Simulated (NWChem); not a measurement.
## Single-point calculation of AlF4 (charge −1)

- system: AlF4, charge −1, multiplicity 3
- method: HF/6-311+G**, UHF (NWChem 7.3.0)

The run did not end well. The geometry is that of the parent species in another charge or spin state. The geometry comes from this level: PBE0-D4/def2-TZVPD.

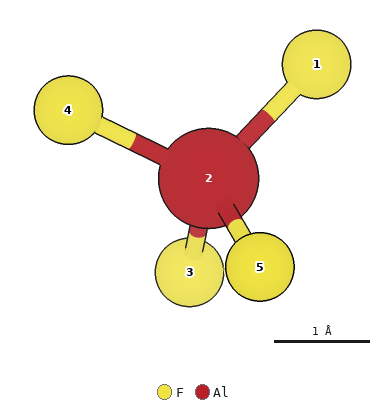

Figure 1. The input geometry (ball-and-stick view, seen at a tilt; atoms are numbered from 1 in the order of the input). Sticks mark near contacts.

## Input
```python
from ase.io import read
from ase.calculators.nwchem import NWChem

system = read('m1.xyz')

calc = NWChem(
    label='m1',
    theory='scf',
    memory='2200 mb',
    basis='6-311+G**',
    basispar='spherical bse',
    charge=-1,
    scf={'nopen': '2', 'uhf': None, 'thresh': '1e-08', 'maxiter': '80', 'print': 'low'},
    task='energy',
)
system.calc = calc

e = system.get_potential_energy()
print(f"E = {e:.6f} eV")
```

## File m1.xyz
```
5
AlF4 energy
F     -0.101500    -0.294000     1.660000
Al     0.000000     0.000000     0.000000
F     -1.343000     0.895800    -0.496200
F      0.034500    -1.469900    -0.831000
F      1.409900     0.868100    -0.332800
```

## File m1.nwi
```
title "m1"

permanent_dir m1

scratch_dir m1

start m1

geometry units angstrom nocenter noautosym noautoz
  F  -1.0150000000000001e-01 -2.9399999999999998e-01 1.6599999999999999e+00
  Al 0.0000000000000000e+00 0.0000000000000000e+00 0.0000000000000000e+00
  F  -1.3430000000000000e+00 8.9580000000000004e-01 -4.9619999999999997e-01
  F  3.4500000000000003e-02 -1.4699000000000000e+00 -8.3099999999999996e-01
  F  1.4098999999999999e+00 8.6809999999999998e-01 -3.3279999999999998e-01
end

charge -1

memory 2200 mb

basis spherical bse noprint
   * library 6-311+G**
end

scf
  nopen 2
  uhf
  thresh 1e-08
  maxiter 80
  print low
end

task scf energy
```

Launched with:
```bash
export ASE_NWCHEM_COMMAND="nwchem PREFIX.nwi > PREFIX.nwo"
python run.py
```

## File m1.nwo
```
Northwest Computational Chemistry Package (NWChem) 7.3.0
             --------------------------------------------------------

           Job information
           ---------------

    nwchem branch   = 7.3.0
    use scalapack   = T
    input           = m1.nwi
    prefix          = m1.
    data base       = m1/m1.db
    status          = startup
    nproc           =        1

           Memory information
           ------------------

    heap     =     72089600 doubles =      550.0 Mbytes
    stack    =     72089597 doubles =      550.0 Mbytes
    global   =    144179200 doubles =     1100.0 Mbytes (distinct from heap & stack)
    total    =    288358397 doubles =     2200.0 Mbytes
    verify   = yes
    hardfail = no

           Directory information
           ---------------------

  0 permanent = m1
  0 scratch   = m1

                                NWChem Input Module
                                -------------------

                                        m1
                                        --

 Scaling coordinates for geometry "geometry" by  1.889725989
 (inverse scale =  0.529177249)

                             Geometry "geometry" -> ""
                             -------------------------

 Output coordinates in angstroms (scale by  1.889725989 to convert to a.u.)

  No.       Tag          Charge          X              Y              Z
 ---- ---------------- ---------- -------------- -------------- --------------
    1 F                    9.0000    -0.10150000    -0.29400000     1.66000000
    2 Al                  13.0000     0.00000000     0.00000000     0.00000000
    3 F                    9.0000    -1.34300000     0.89580000    -0.49620000
    4 F                    9.0000     0.03450000    -1.46990000    -0.83100000
    5 F                    9.0000     1.40990000     0.86810000    -0.33280000

      Atomic Mass
      -----------

      F                 18.998400
      Al                26.981540

 Effective nuclear repulsion energy (a.u.)     239.8905234098

            Nuclear Dipole moment (a.u.)
            ----------------------------
        X                 Y               Z
 ---------------- ---------------- ----------------
    -0.0017007534     0.0000000000     0.0000000000

            XYZ format geometry
            -------------------
     5
 geometry
 F                    -0.10150000    -0.29400000     1.66000000
 Al                    0.00000000     0.00000000     0.00000000
 F                    -1.34300000     0.89580000    -0.49620000
 F                     0.03450000    -1.46990000    -0.83100000
 F                     1.40990000     0.86810000    -0.33280000

 ==============================================================================
                                internuclear distances
 ------------------------------------------------------------------------------
       center one      |      center two      | atomic units |  angstroms
 ------------------------------------------------------------------------------
    2 Al               |   1 F                |     3.19153  |     1.68889
    3 F                |   2 Al               |     3.19152  |     1.68888
    4 F                |   2 Al               |     3.19154  |     1.68889
    5 F                |   2 Al               |     3.19144  |     1.68884
 ------------------------------------------------------------------------------
                         number of included internuclear distances:          4
 ==============================================================================

 ==============================================================================
                                 internuclear angles
 ------------------------------------------------------------------------------
        center 1       |       center 2       |       center 3       |  degrees
 ------------------------------------------------------------------------------
    1 F                |   2 Al               |   3 F                |   109.47
    1 F                |   2 Al               |   4 F                |   109.47
    1 F                |   2 Al               |   5 F                |   109.47
    3 F                |   2 Al               |   4 F                |   109.47
    3 F                |   2 Al               |   5 F                |   109.47
    4 F                |   2 Al               |   5 F                |   109.47
 ------------------------------------------------------------------------------
                            number of included internuclear angles:          6
 ==============================================================================

                                 NWChem SCF Module
                                 -----------------

                                        m1

  ao basis        = "ao basis"
  functions       =   118
  atoms           =     5
  alpha electrons =    26
  beta  electrons =    24
  charge          =  -1.00
  wavefunction    = UHF
  input vectors   = atomic
  output vectors  = m1/m1.movecs
  use symmetry    = F
  symmetry adapt  = F

 Forming initial guess at       0.0s

 Starting SCF solution at       0.6s

  ga_iter_lsolve: convergence stagnant ... aborting solve
```

## What the run reported

```tsv
quantity	value
outcome	stopped at the time limit
basis functions	118
hardware	1 thread of Intel Xeon (Sapphire Rapids), 16 GiB of memory available, shared host
wall time	3.1 min
peak memory	0.077 GiB
```

## What went wrong

The run was cut off by its time limit, so the output is incomplete.
